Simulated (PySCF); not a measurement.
C₄H₆BFSi (SMILES C=C([SiH3])C#CBF)

```csv
atom,x (Å),y (Å),z (Å)
C,-1.1108,1.8284,0.2645
C,-0.7346,0.5665,0.0499
Si,-1.9506,-0.8330,-0.3720
C,0.6098,0.1711,0.1040
C,1.7499,-0.2495,0.1367
B,3.1610,-0.7563,0.2046
F,3.8266,-1.0038,-0.9106
H,-2.1467,2.1181,0.2137
H,-0.4019,2.6098,0.4916
H,-3.3017,-0.2832,-0.2477
H,-1.6876,-1.2768,-1.7420
H,-1.7398,-1.9329,0.5708
H,3.7221,-0.9580,1.2187
```

Geometry: GFN2-xTB.

Theory: wB97X-D/def2-SVPD, SCF density, gas phase (PySCF).

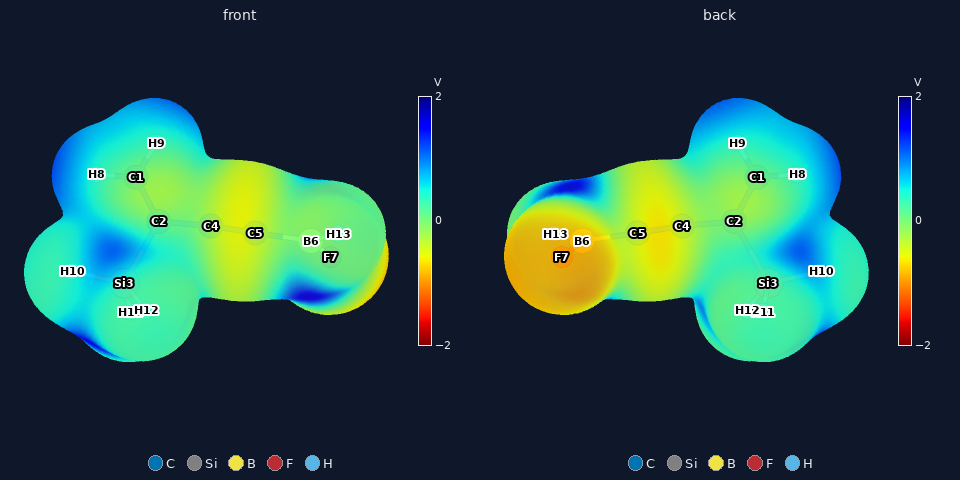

Figure 1. The molecular electrostatic potential painted on the density surface at 0.002 e/bohr³, seen from the front and from behind; the colour scale runs from red (negative) to blue (positive).

**Where is the surface potential most negative and most positive?**

The most negative region (about −0.9 V, or −21 kcal/mol for a unit charge) lies over F7, the most positive (about +1.6 V, or +37 kcal/mol for a unit charge) over Si3 and B6.

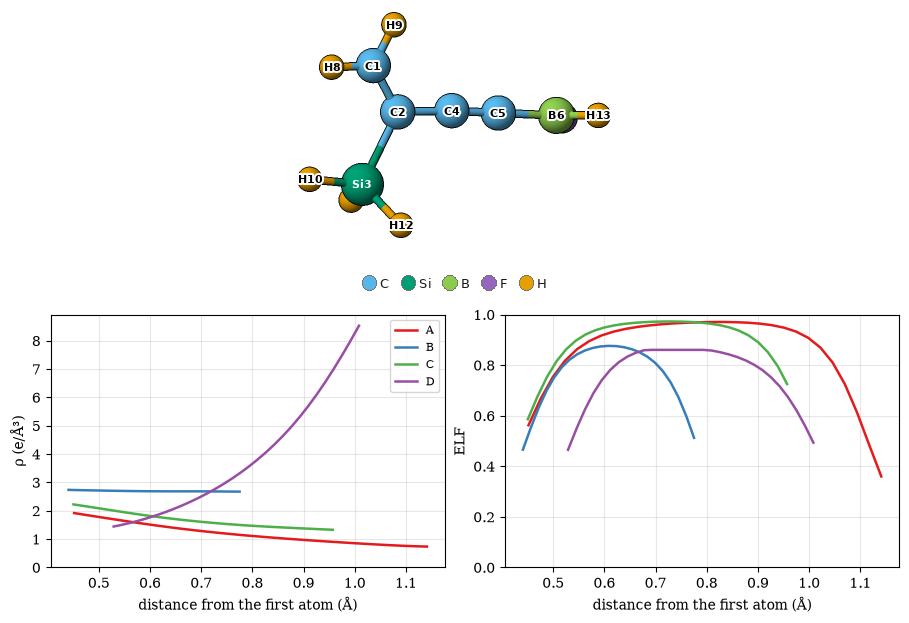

Figure 2. Total electron density and electron localisation function along straight lines between neighbouring atoms. The curves leave out the atomic cores. The structure is drawn too.

**Which curve belongs to which contact (B–F, C–B, C–C and C–Si)? The first atom named is at distance zero.**

Curve A: C–Si (1.90 Å): ρ is about 0.91 e/Å³ halfway; the ELF peaks at about 1 between the atoms; a covalent bond. Curve B: C–C (1.22 Å): the density is about 2.7 e/Å³ at the midpoint; the ELF peaks at about 0.90 between the atoms (a short, multiple covalent bond). Curve C: C–B (1.50 Å): the density is about 1.5 e/Å³ at the midpoint; the ELF peaks at about 1 between the atoms: a covalent bond. Curve D: B–F (1.32 Å): ρ is about 2.2 e/Å³ halfway; the ELF peaks at about 0.85 between the atoms; a shared but strongly polarised pair.
